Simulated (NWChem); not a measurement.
**UCAM-B3LYP/cc-pVDZ run of S2 (sulfur dimer)**

What is the electronic atomisation energy of S2 (sulfur dimer) at UCAM-B3LYP/cc-pVDZ? 

The calculation is run with NWChem 7.3.0.

3 further runs of the same task are left out: 3 set aside as unsound or not needed.

### Step 1. The structure to begin with

The species is S2 (2 atoms), meant as a triplet with charge 0. As SMILES, `S=S`. Geometry: the measured bond length.

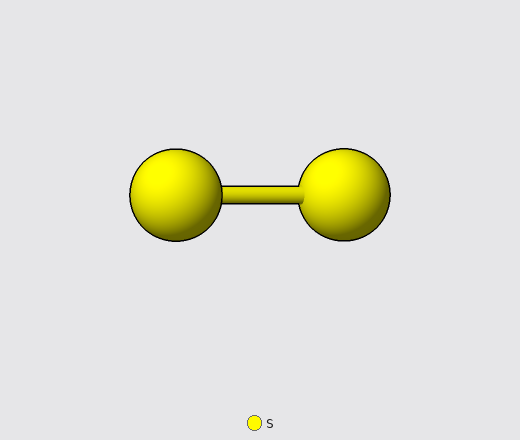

Viewed from a chosen angle; sulfur yellow.

### Step 2. The energy at UCAM-B3LYP/cc-pVDZ

File test.xyz:

```xyz
2

S      0.000000     0.000000     0.000000
S      0.000000     0.000000     1.889200
```

File test.nw:

```
start test
memory stack 880 mb heap 220 mb global 1100 mb
geometry units angstroms noautosym nocenter noautoz
  load format xyz test.xyz
end
basis spherical bse
  * library cc-pVDZ
end
dft
  xc xcamb88 1.00 lyp 0.81 vwn_5 0.19 hfexch 1.00
  cam 0.33 cam_alpha 0.19 cam_beta 0.46
  mult 3
  grid fine
  convergence energy 1e-08
  direct
  maxiter 100
  mulliken
  noprint "final vectors analysis"
end
task dft energy
```

Run with:

```console
nwchem test.nw > test.out
```

Standard output:

```text
[...]
          Wavefunction type:  spin polarized.
          No. of atoms     :     2
          No. of electrons :    32
[...]
          Charge           :     0
          Spin multiplicity:     3
[...]
          AO basis - number of functions:    36
[...]
              XC Information
              --------------
                     Hartree-Fock (Exact) Exchange  1.000
                   CAM-Becke88 Exchange Functional  1.000
                      VWN V Correlation Functional  0.190 local
              Lee-Yang-Parr Correlation Functional  0.810
[...]
 d= 0,ls=0.0,diis     1   -796.3635078175 -8.68D+02  7.40D-03  5.60D-02     1.3
[...]
 d= 0,ls=0.0,diis     7   -796.3873212996 -9.92D-09  5.53D-07  2.01D-10     7.7
[...]
         Total DFT energy =     -796.387321299628
      One electron energy =    -1242.186511114436
           Coulomb energy =      425.467356209199
    Exchange-Corr. energy =      -51.375437061299
 Nuclear repulsion energy =       71.707270666908
[...]
      Total Density - Mulliken Population Analysis
     ---------------------------------------------
    Atom       Charge   Shell Charges
 -----------   ------   -------------------------------------------------------
    1 S   16    16.00   2.00  2.03  0.98  0.90  6.01  2.28  1.72  0.09
    2 S   16    16.00   2.00  2.03  0.98  0.90  6.01  2.28  1.72  0.09
[...]
      <S2> =      2.0075 (Exact =     2.0000)
[...]
```

Wall time 8.4 s (1 thread of AMD EPYC 7R13 (Zen 3), shared host); peak memory 0.1 GiB.

### Step 3. The S atom, same level

File mol.nw:

```
START mol
memory 2200 mb
GEOMETRY units angstrom noautosym nocenter noautoz
S      0.000000     0.000000     0.000000
END
BASIS spherical bse
* library cc-pVDZ
END
DFT
xc xcamb88 1.00 lyp 0.81 vwn_5 0.19 hfexch 1.00
cam 0.33 cam_alpha 0.19 cam_beta 0.46
mult 3
grid fine
convergence energy 1e-08
direct
iterations 100
mulliken
noprint "final vectors analysis"
END
TASK dft energy
```

Run the same way, it converges to -398.11920 Eh (log not shown).

### Step 4. Summary of results

Level: UCAM-B3LYP/cc-pVDZ.

| quantity | value |
| --- | --- |
| molecule: total energy | -796.38732 Eh |
| molecule: dipole moment | 0.00 D |
| molecule: ⟨S²⟩ | 2.007 |
| S atom: total energy | -398.11920 Eh |
| S atom: ⟨S²⟩ | 2.002 |
| electronic atomisation energy | 4.052 eV |

**Reading.** Taking the molecule apart into free atoms costs 4.05 eV (391 kJ/mol), before zero-point energy and without spin-orbit coupling.
